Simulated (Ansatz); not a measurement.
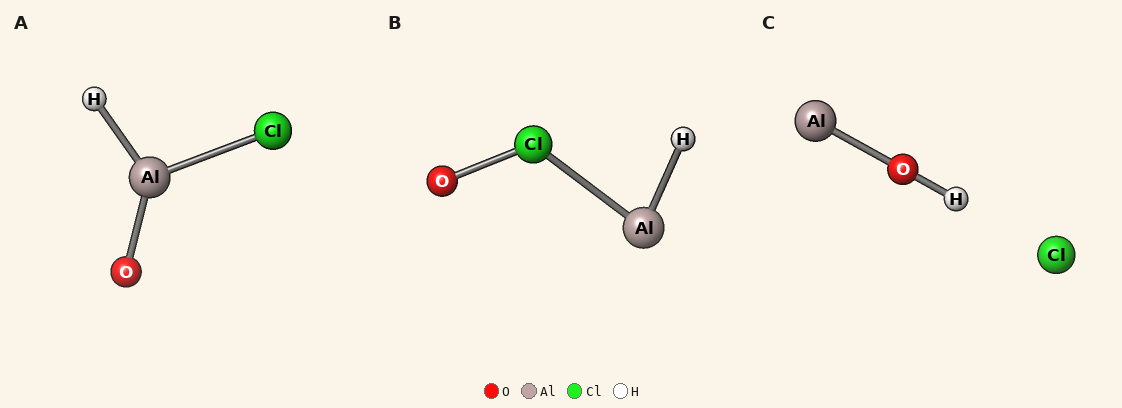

3 stationary structures of one formula. The species has charge −1 and is a spin singlet. Geometries: PBE-D4/def2-SVPD. Electronic energies: PBE-D4/def2-SVPD (Ansatz 0.2.0), without zero-point energy. No frequency run is at hand to confirm each as a minimum.

Which structure is the most stable?

Answer. A is lowest (Cs); C lies 17.4 kJ/mol above it (C∞v), B lies 509.4 kJ/mol above it (Cs).
